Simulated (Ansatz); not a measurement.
# Sn$_{3}$Pb$_{2}$Se$_{5}$: what the fields show

```
Sn Pb Se
1.0
     4.32950    0.00000    0.00000
     0.00000    6.12812    0.00000
     0.00000    0.00000   21.67179
Sn Pb Se
6 4 10
Direct
  0.50000 0.50000 0.40164
  0.00000 0.00000 0.90164
  0.50000 0.50000 0.00000
  0.00000 0.00000 0.50000
  0.00000 0.00000 0.09836
  0.50000 0.50000 0.59836
  0.00000 0.00000 0.30014
  0.50000 0.50000 0.80014
  0.50000 0.50000 0.19986
  0.00000 0.00000 0.69986
  0.00000 0.50000 0.30338
  0.50000 0.00000 0.80338
  0.50000 0.00000 0.40239
  0.00000 0.50000 0.90239
  0.50000 0.00000 0.00000
  0.00000 0.50000 0.50000
  0.00000 0.50000 0.09761
  0.50000 0.00000 0.59761
  0.50000 0.00000 0.19662
  0.00000 0.50000 0.69662
```

Space group Immm; a structure generated by program, which may or may not match a known phase.

All numbers below come from DFT PBE, scalar-relativistic, plane waves, PAW in Ansatz 0.2.0.

The density is the valence pseudo-density of a PAW calculation; it isn't the true density close to the nuclei.

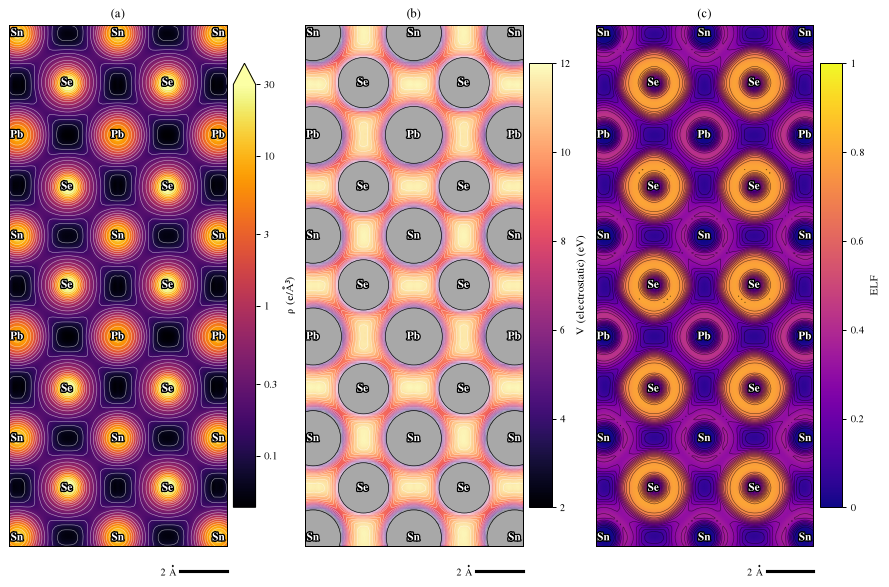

Figure 1. (a) valence electron density; (b) electrostatic potential (local pseudopotential plus Hartree) felt by an electron; (c) electron localisation function on the (010) plane of the conventional cell. Grey discs cover the atomic cores in the potential map.

What does the map show?

Answer. The section cuts through Sn, Pb and Se sites. Sn–Se (3.04 Å): ρ at the midpoint is about 0.22 e/Å³; the ELF is about 0.40 at the midpoint. Pb–Se (3.10 Å): ρ is about 0.2 e/Å³ halfway; the ELF is about 0.30 at the midpoint. Between the atoms the lowest density in this plane is 0.05 e/Å³. Outside the cores the potential energy rises away from the atoms and is highest about 2.0 Å from the nearest atoms; its zero is arbitrary.

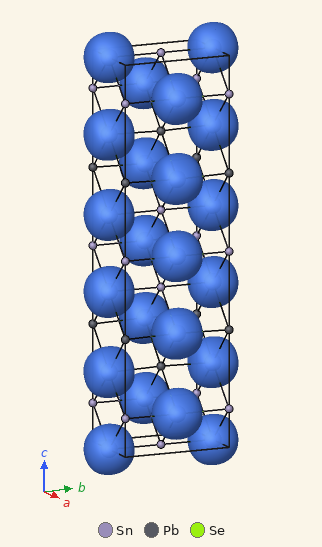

Figure 2. Isosurface of the electron localisation function at 0.55 (blue), seen slightly off an axis. Only the valence region is drawn (cores and ρ < 0.01 e/Å³ removed). Sticks mark near contacts.

Where are the electrons localised?

Answer. At this value the surface marks out ten regions wrapped around Se (the valence shell of each), counted in one cell of 20 atoms. Any copies at cell faces, edges or corners count once. Profiles from the grid: Sn–Se (3.03 Å): the ELF is about 0.40 at the midpoint. Pb–Se (3.06 Å): the ELF is about 0.30 at the midpoint.
